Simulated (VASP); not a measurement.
Band structure of RhTe (relaxed from the zinc blende structure, space group F-43m). Computed with PBE GGA, VASP's PBE PAW potentials (set 64) (plane waves; VASP).

Unless said otherwise, spin-orbit coupling is left out, though it shifts the bands of the heavy elements here.

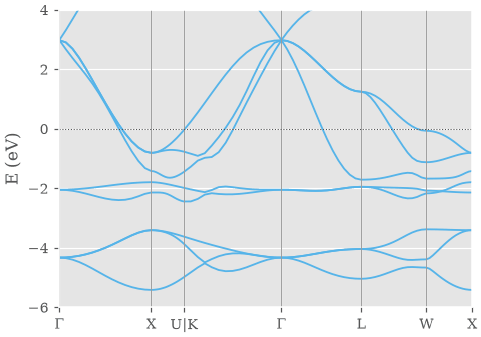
Bands along high-symmetry lines, zero at the valence-band maximum or, without a gap, the Fermi level

Q: Read the plot: is there a gap, and where are the band edges?

A: It has no gap at this level: it comes out as a metal or semimetal. (Edges off the drawn lines would not show.)

The structure was generated: RhTe was put into the zinc blende type (F-43m), which need not be its known phase. It was relaxed first, which changed the volume by -24 %. The electron count is odd and the run is not spin-polarised, which forces a metal.
